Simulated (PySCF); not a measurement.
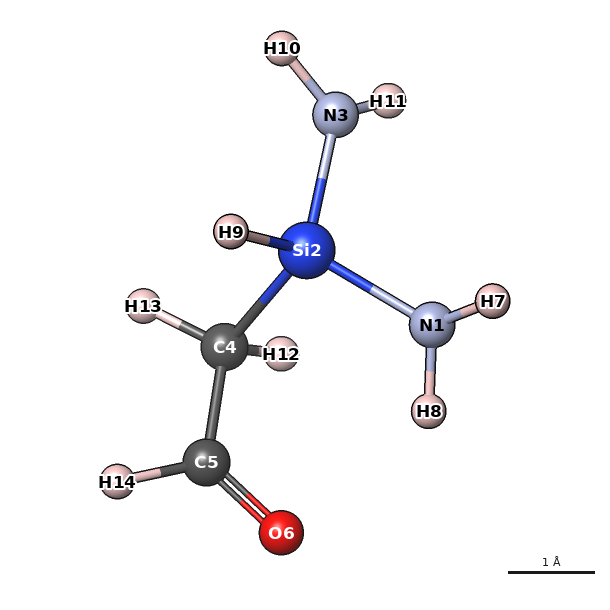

Numbered structure. Computed geometry: PBE0-D3(BJ)/def2-SVP optimisation. No frequency run is at hand to confirm it as a minimum.

### Describe the coordination of atom 5.

C5 has 3 neighbours (C4 at 1.48, O6 at 1.21, H14 at 1.12 Å); the arrangement is trigonal planar.

### How are the neighbours of atom 4 arranged?

C4 has 4 neighbours (Si2 at 1.92, C5 at 1.48, H12 at 1.10, H13 at 1.10 Å); the arrangement is tetrahedral.

### How are the neighbours of atom 2 arranged?

Si2 has 4 neighbours (N1 at 1.72, N3 at 1.72, C4 at 1.92, H9 at 1.50 Å); the arrangement is tetrahedral.

### What is the dihedral angle N1–Si2–C4–C5?

60° in size, that is gauche.
